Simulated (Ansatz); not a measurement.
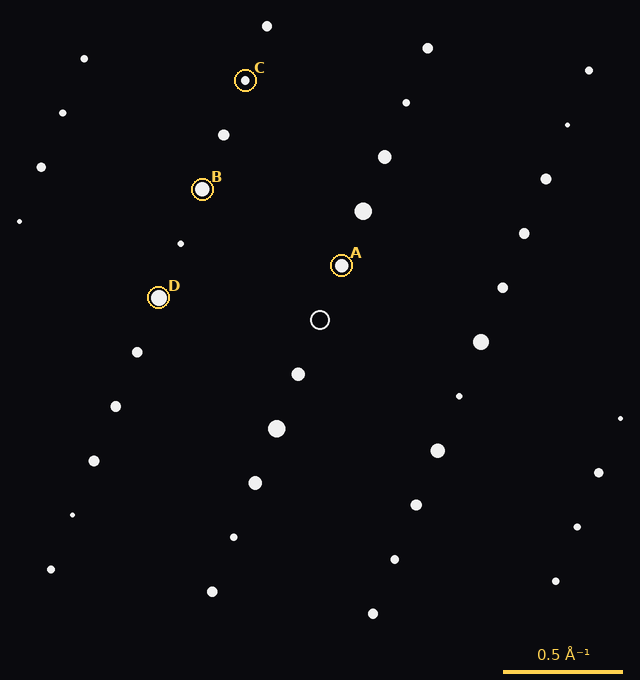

Kinematic zone-axis pattern, calculated for 80 keV electrons with B = 0.8 Å². The zone axis points towards the electron source and the pattern is seen from the source side.

Crystal: Bi, space group R-3m (No. 166), a = 4.589 Å, c = 12.165 Å (hexagonal axes). Structure: coordinates from a relaxation at fixed volume with DFT PBE, spin-orbit coupling, plane waves, PAW in Ansatz.

```tsv
atom	site	symmetry	x	y	z
Bi	6c	3m	0.0000	0.0000	0.2334
```

Spot A is indexed 0 0 -3 and spot B -1 3 -4.

Index the other marked spots.

Answer. C = 2A + B = -1 3 -10 (d = 0.945 Å). D = −2A + B = -1 3 2 (d = 1.458 Å).

Which zone axis is this?

Answer. The cross product of A and B is parallel to [310]; every spot obeys hu + kv + lw = 0.
